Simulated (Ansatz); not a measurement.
# A computed series for K3P: pressure series

Take K3P (space group P6_3/mmc, No. 194; a = 5.674 Å, c = 10.036 Å; a model cell) as the base.

Cell and atoms are relaxed at each pressure.

Method: DFT with r2SCAN, PAW potentials and a 500 eV plane-wave cutoff in Ansatz (a program for electronic structure), no spin-orbit coupling.

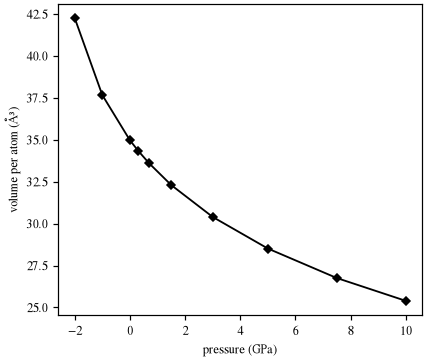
Fig. 1. Volume per atom against pressure

Q: From the plot, what is the volume per atom for pressure 7.5 GPa?

A: About 27 Å³.

Q: Is the trend monotonic over the range shown?

A: Yes, it falls throughout, spanning 25.39 Å³ to 42.26 Å³.

Load acts through the strain it causes; cell and atoms are relaxed under it. No phonon test of stability was made. No other phases were tried under pressure.
